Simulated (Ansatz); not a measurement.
# Zn (Zn, hcp): the cost of one run

Method: DFT PBE, plane waves (420 eV) with PAW, scalar-relativistic, in Ansatz 0.2.0.

### Step 1. Starting point

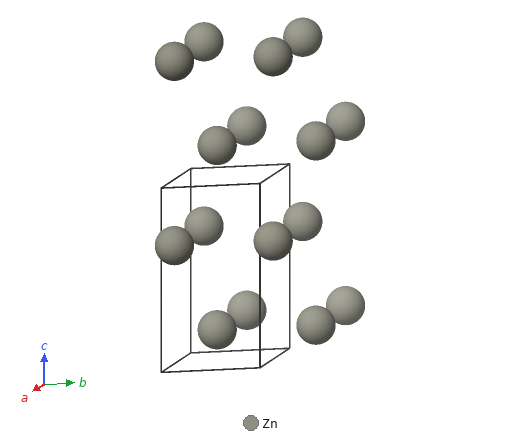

The structure, seen slightly off an axis (zinc grey). 2×2×2 cells are drawn. Any atoms on the faces are drawn again on the opposite ones.

Coordinates:

```xyz
2
Lattice="2.6648 0.0000 0.0000 -1.3324 2.3078 0.0000 0.0000 0.0000 4.9467" Properties=species:S:1:pos:R:3 pbc="T T T"
Zn    0.0000    1.5385    1.2367
Zn    1.3324    0.7693    3.7100
```

### Step 2. Geometry optimisation

input.yaml

```yaml
crystal:
  lattice:
    - [2.6647980532, 0.0, 0.0]
    - [-1.3323990266, 2.30778281, 0.0]
    - [0.0, 0.0, 4.9467]
  atoms:
    - { symbol: Zn, position: [0.3333333333, 0.6666666667, 0.25] }
    - { symbol: Zn, position: [0.6666666667, 0.3333333333, 0.75] }
hamiltonian:
  xc: pbe
  pseudopotentials:
    kind: paw
    azcp:
      Zn: "pseudopotentials/Zn.paw.azcp"
basis:
  ecutwfc: 420
  fft_grid_basis: typed
kpoints:
  mp_grid: { grid: [13, 13, 7], shift: [0, 0, 0] }
magnetization:
  spin_polarized: false
scf:
  occupations: { method: fermi_dirac, width: 0.1 }
relax:
  max_steps: 60
  f_tol: 0.01
  cell: {}
```

Q: Estimate wall time and peak memory on 1 thread of an x86-64 CPU, shared host.

About 8.9 s, with a peak of 0.55 GiB.
